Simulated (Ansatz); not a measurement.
Cost and result by functional for the adsorption energy of CH3 on the 1x1 (0001) surface of hcp Ru, one in a 2x2 cell, started at the site 'bridge Ru-Ru (span 2.7 Å)', in Ansatz (plane waves, PAW). Single points on the PBE structure, on one kind of machine; costs are rough ratios of the slab run's core time (references not counted) to the cheapest single point. r2SCAN's cost holds its higher cutoff (500 against 420 eV). Differences are taken against r2SCAN for comparison alone: no measured value is at hand, so the table doesn't rank accuracy.

Slab: 20 atoms, 6.3 Å thick at the start under the adsorbate (thin: gaps and levels are the slab's own); k 6x6x1, smearing 0.1 eV, dipole-corrected; 8 atoms held, the rest relaxed; no symmetry held; no spin, no spin-orbit, no U, no dispersion correction. At the end it is bonded to 3 Ru. In PBE it is, or lies within 0.03 eV of, the lowest of the starts that converged. These notes are the PBE run's. Adsorption energies are against CH4(g) − ½ H2(g). A negative adsorption energy means that the adsorbate is more stable on the surface than in its reference.

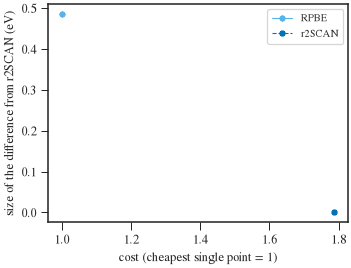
Fig. 1. Difference from r2SCAN against cost

```json
[
 {"functional": "RPBE", "relative cost": "1", "adsorption energy (eV)": "0.67", "less r2SCAN (eV)": "0.49"},
 {"functional": "r2SCAN", "relative cost": "2", "adsorption energy (eV)": "0.19", "less r2SCAN (eV)": "0.00"},
 {"functional": "PBE (the relaxed run's value)", "relative cost": "–", "adsorption energy (eV)": "0.35", "less r2SCAN (eV)": "0.16"}
]
```

The values span 0.49 eV, while the single points' costs differ by a factor of roughly 2. Differences are of unrounded values.

Ansatz is a first-principles code.
